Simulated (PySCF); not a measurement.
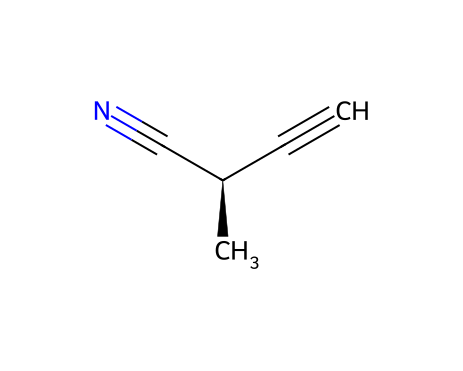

A structural formula.

Write the SMILES.

C#C[C@@H](C)C#N

What is the molecular formula?

C5H5N.

An optimisation with GFN2-xTB gave a structure of which point group?

C1.

The parts below concern this one geometry. Atoms keep their numbers from picture to picture. Computed geometry: GFN2-xTB optimisation. No frequency run is at hand to confirm it as a minimum.

Geometry

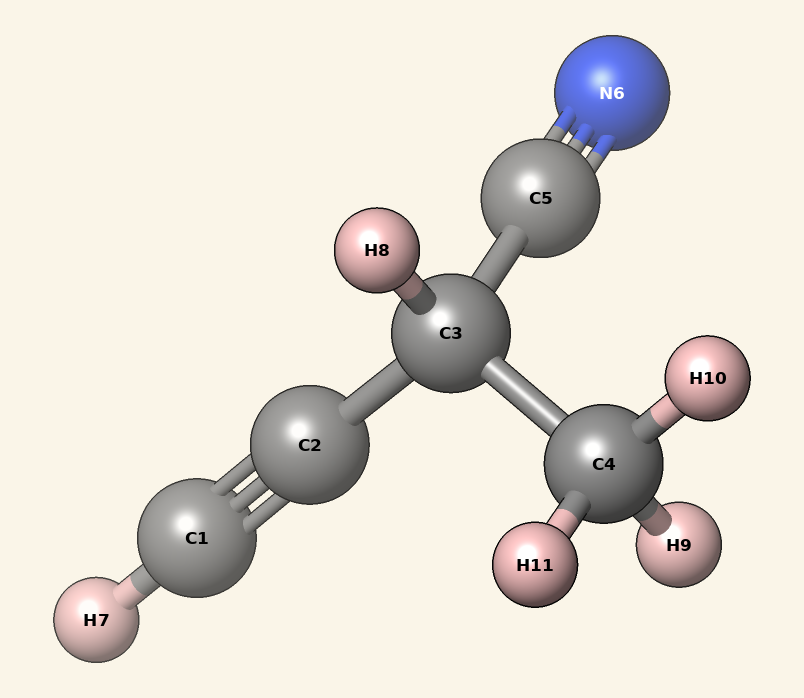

Distant atoms are faded towards the background colour. No frequency run is at hand to confirm it as a minimum.

Find the stereocentres and stereogenic double bonds.

Centres: C3.

Assign CIP descriptors.

C3: R (priorities C5 > C2 > C4 > H8).

Excitation

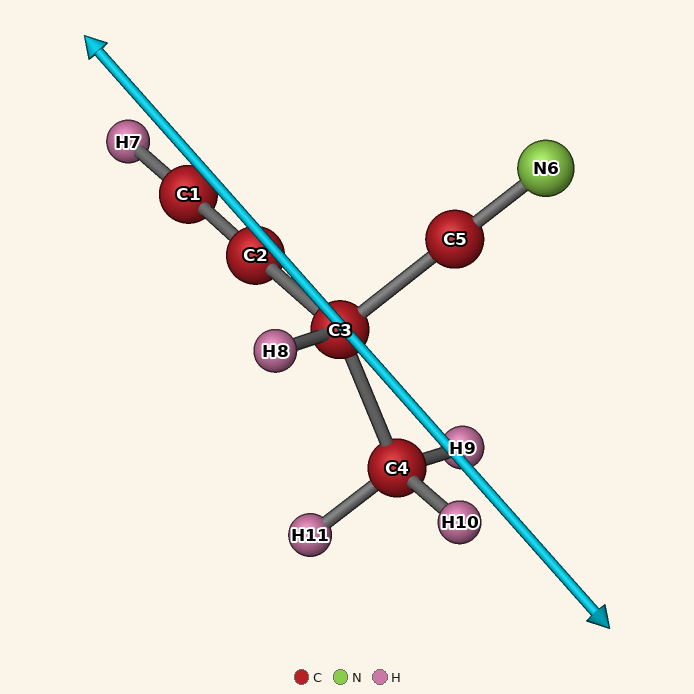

The double arrow shows the direction of the transition dipole to excited singlet state 4 (its length means nothing). No frequency run is at hand to confirm it as a minimum. Properties computed with TDDFT B3LYP/def2-SVPD, vertical, gas phase, core orbitals frozen in the response (PySCF 2.14.0).

Where does the transition lie, and how strong is it?

7.35 eV (169 nm), oscillator strength 0.051, of mixed character, with the largest part HOMO → LUMO (weight 0.44); transition dipole 1.35 D.

Core levels

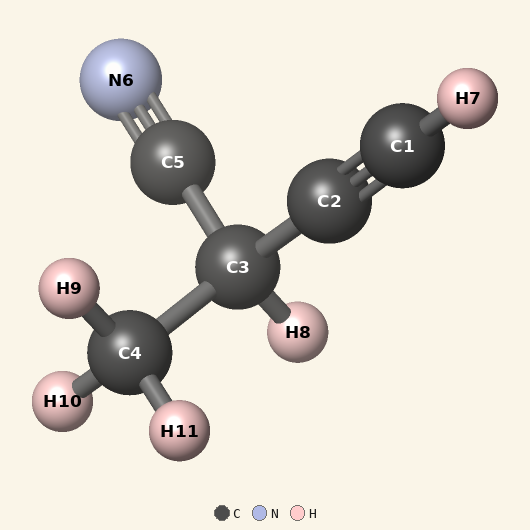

No frequency run is at hand to confirm it as a minimum. Level of theory: delta-SCF UKS SCAN, pcX-2 on the ionised atom, pcseg-1 elsewhere, spin-free X2C (PySCF 2.14.0).

Give the core-electron binding energies (to vacuum) of C1 1s, C2 1s, C3 1s, C4 1s, C5 1s, N6 1s.

```tsv
atom	level	binding energy (eV)
C1	1s	290.8
C2	1s	291.3
C3	1s	293.2
C4	1s	291.5
C5	1s	292.4
N6	1s	405.2
```

Polarisability

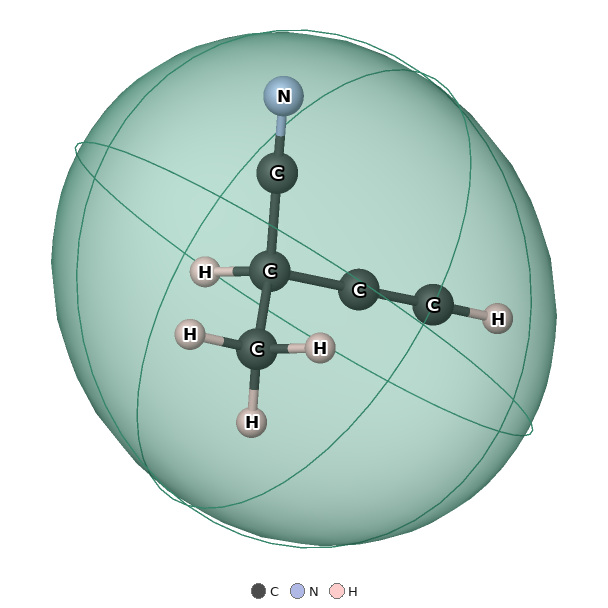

The ellipsoid shows the static dipole polarisability: its half-axes are proportional to the principal values. No frequency run is at hand to confirm it as a minimum. Method: B3LYP/def2-SVPD (PySCF 2.14.0).

Give the principal values, the mean and the anisotropy.

Principal values 46.4, 59.8, 74.0 bohr³; mean 60.1 bohr³ (8.90 Å³); anisotropy 23.9 bohr³, so the longest axis is 1.59 times the shortest.
